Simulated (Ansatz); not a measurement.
# CCSDTQ/6-31G(d) (spherical functions) run of [PH2]− (phosphanide)

What is the energy change on altering one bond length of [PH2]− (phosphanide) at CCSDTQ/6-31G* (spherical functions)? 

Program for the calculation: Ansatz 0.2.0.

2 further runs of the same task are left out: 2 that didn't finish.

### 1 The structure to begin with

[PH2]− has 3 atoms, charge -1, and is taken as a singlet. As SMILES, `[PH2-]`. Geometry: relaxed at GFN2-xTB.

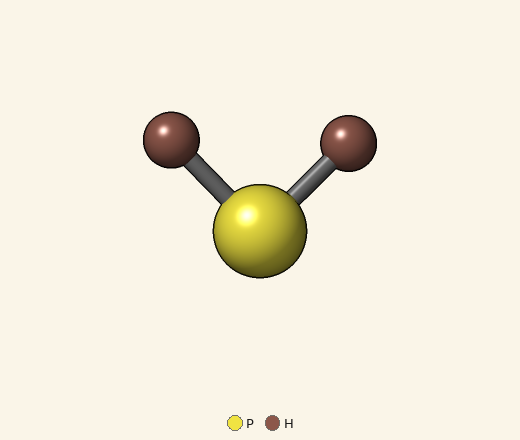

The structure, seen from a chosen angle (phosphorus yellow, hydrogen brown).

### 2 A single-point energy at CCSDTQ/6-31G(d) (spherical functions)

Input file in.yaml:

```yaml
crystal:
  periodic: [false, false, false]
  atoms:
    - symbol: P
      position_ang: [0.498920, -0.293580, 0.245050]
    - symbol: H
      position_ang: [0.105590, 0.990220, 0.165130]
    - symbol: H
      position_ang: [-0.604500, -0.696650, -0.410180]
basis:
  gaussian: {orbitals: 6-31G_st_-spherical.json}
scf: {omitted_lower_state_checks: [cluster_reference, increment]}
correlation: {method: ccsdtq, frozen_orbitals: {H: 0, P: 5}}
accuracy: high
total_charge: -1
```

The basis set 6-31G* is read from a file made from the Basis Set Exchange's data (not shown).

Command:

```bash
$ ansatz run in.yaml --threads 1 --pin off --max-ram 2610MiB --events-out events.jsonl --progress --plain --runs-dir runs
```

Output:

```text
Warning: RAYON_NUM_THREADS=1 ignored (pool sized by the plan → 1); use --threads N
Functional definition: HF
  name "HF"
  exchange = exact_x
  correlation = 0
these checks for a lower state are left out or cut short: cluster_reference, increment
381 factors; integrals over basis functions are off by at most 3.4e-9 eV
mean field evaluation 1: about -9301.0198 eV, gradient 1.1e1 eV
mean field evaluation 2: about -9301.0208 eV, gradient 1.1e1 eV
mean field evaluation 4: about -9301.6459 eV, gradient 7.9e-1 eV
mean field evaluation 8: about -9301.6499 eV, gradient 2.3e-4 eV
mean field -9301.64988935 eV, -341.8293285489 hartree, gradient 8.8e-9 eV, S^2 0.000000; 0 other end points of the search recorded, 0 dependent functions left out
5 core orbitals not correlated: weight in the atoms' cores, before any rotation towards them, 1.000 or more for the frozen orbitals, at most 0.000 for the correlated occupied ones
reference -9301.64988935 eV, -341.8293285489 hartree; 4, 4 occupied and 13, 13 virtual orbitals, 381 factors
second order -2.77633611 eV of doubles, -0.00000000 eV of singles
cycle   1  -3.21172134 eV  change   -4.4e-1 eV  update   5.5e-2
cycle   2  -3.43252230 eV  change   -2.2e-1 eV  update   2.0e-2
cycle   3  -3.45316303 eV  change   -2.1e-2 eV  update   5.6e-3
cycle   4  -3.45456720 eV  change   -1.4e-3 eV  update   1.9e-3
cycle   5  -3.45434977 eV  change    2.2e-4 eV  update   4.9e-4
cycle   6  -3.45407105 eV  change    2.8e-4 eV  update   1.5e-4
cycle   7  -3.45412536 eV  change   -5.4e-5 eV  update   4.8e-5
cycle   8  -3.45415205 eV  change   -2.7e-5 eV  update   1.2e-5
cycle   9  -3.45414823 eV  change    3.8e-6 eV  update   3.5e-6
cycle  10  -3.45414702 eV  change    1.2e-6 eV  update   1.1e-6
cycle  11  -3.45414701 eV  change    8.5e-9 eV  update   4.2e-7
cycle  12  -3.45414713 eV  change   -1.2e-7 eV  update   1.1e-7
cycle  13  -3.45414709 eV  change    3.9e-8 eV  update   4.1e-8
cycle  14  -3.45414707 eV  change    2.1e-8 eV  update   1.6e-8
cycle  15  -3.45414707 eV  change   -8.6e-9 eV  update   1.1e-8
cycle  16  -3.45414707 eV  change   6.7e-10 eV  update   3.5e-9
cycle  17  -3.45414707 eV  change   2.3e-11 eV  update  9.4e-10
Total energy: -9305.10403642 eV, -341.9562661126 hartree
Checks for a lower state left out: cluster_reference, increment
```

Run time: 5.1 s. Hardware: 1 thread of Arm Neoverse V1, shared host; peak memory 0.15 GiB.

### 3 The distorted shape at the same level

Input file input.yaml:

```yaml
crystal:
  periodic: [false, false, false]
  atoms:
    - {symbol: P, position_ang: [0.597238, -0.614483, 0.265027]}
    - {symbol: H, position_ang: [0.105590, 0.990220, 0.165130]}
    - {symbol: H, position_ang: [-0.506182, -1.017553, -0.390203]}
basis:
  gaussian:
    orbitals: 6-31G_st_-spherical.json
accuracy: high
total_charge: -1
scf:
  omitted_lower_state_checks: [cluster_reference, increment]
correlation:
  method: ccsdtq
  frozen_orbitals: {H: 0, P: 5}
```

The basis set 6-31G* is read from a file made from the Basis Set Exchange's data (not shown).

Command:

```bash
$ ansatz run input.yaml --threads 1 --pin off --max-ram 2610MiB --events-out events.jsonl --progress --plain --runs-dir runs
```

Output:

```text
Warning: RAYON_NUM_THREADS=1 ignored (pool sized by the plan → 1); use --threads N
[... 4 set-up lines as earlier in the session ...]
these checks for a lower state are left out or cut short: cluster_reference, increment
382 factors; integrals over basis functions are off by at most 3.4e-9 eV
mean field evaluation 1: about -9300.7705 eV, gradient 1.0e1 eV
mean field evaluation 2: about -9300.7712 eV, gradient 1.0e1 eV
mean field evaluation 4: about -9301.3192 eV, gradient 7.3e-1 eV
mean field evaluation 8: about -9301.3228 eV, gradient 2.1e-4 eV
mean field -9301.32276871 eV, -341.8173070870 hartree, gradient 1.1e-8 eV, S^2 0.000000; 0 other end points of the search recorded, 0 dependent functions left out
5 core orbitals not correlated: weight in the atoms' cores, before any rotation towards them, 1.000 or more for the frozen orbitals, at most 0.000 for the correlated occupied ones
reference -9301.32276871 eV, -341.8173070870 hartree; 4, 4 occupied and 13, 13 virtual orbitals, 382 factors
second order -2.80588486 eV of doubles, -0.00000000 eV of singles
cycle   1  -3.26755029 eV  change   -4.6e-1 eV  update   6.4e-2
cycle   2  -3.52709361 eV  change   -2.6e-1 eV  update   2.6e-2
cycle   3  -3.56648435 eV  change   -3.9e-2 eV  update   8.9e-3
cycle   4  -3.56855486 eV  change   -2.1e-3 eV  update   3.0e-3
cycle   5  -3.56835389 eV  change    2.0e-4 eV  update   9.2e-4
cycle   6  -3.56782836 eV  change    5.3e-4 eV  update   3.3e-4
cycle   7  -3.56793064 eV  change   -1.0e-4 eV  update   1.1e-4
cycle   8  -3.56801116 eV  change   -8.1e-5 eV  update   3.3e-5
cycle   9  -3.56799819 eV  change    1.3e-5 eV  update   1.0e-5
cycle  10  -3.56799235 eV  change    5.8e-6 eV  update   3.2e-6
cycle  11  -3.56799248 eV  change   -1.4e-7 eV  update   1.2e-6
cycle  12  -3.56799274 eV  change   -2.6e-7 eV  update   3.1e-7
cycle  13  -3.56799273 eV  change    1.4e-8 eV  update   1.1e-7
cycle  14  -3.56799261 eV  change    1.1e-7 eV  update   3.5e-8
cycle  15  -3.56799259 eV  change    2.3e-8 eV  update   1.8e-8
cycle  16  -3.56799263 eV  change   -4.1e-8 eV  update   1.2e-8
cycle  17  -3.56799264 eV  change   -1.2e-8 eV  update   4.0e-9
cycle  18  -3.56799265 eV  change   -3.2e-9 eV  update   1.3e-9
cycle  19  -3.56799265 eV  change   9.1e-12 eV  update  4.1e-10
Total energy: -9304.89076136 eV, -341.9484283983 hartree
Checks for a lower state left out: cluster_reference, increment
```

Wall time 5.7 s (1 thread of Arm Neoverse V1, shared host); peak memory 0.15 GiB.

### 4 What came out

Level: CCSDTQ/6-31G* (spherical functions), 5 core orbitals frozen.

```
                                                         quantity          value
                                        first shape: total energy  -341.95627 Eh
         first shape: correlation energy (5 core orbitals frozen)     -126.9 mEh
                                       first shape: T1 diagnostic          0.008
                                    distorted shape: total energy  -341.94843 Eh
     distorted shape: correlation energy (5 core orbitals frozen)     -131.1 mEh
                                   distorted shape: T1 diagnostic          0.011
energy change with the P1–H2 bond stretched from 1.345 to 1.681 Å       0.213 eV
```

What this shows: With the P1–H2 bond stretched from 1.345 to 1.681 Å the energy rises by 0.21 eV (4.9 kcal/mol). The first shape isn't relaxed at this level, so the change isn't measured from a minimum.
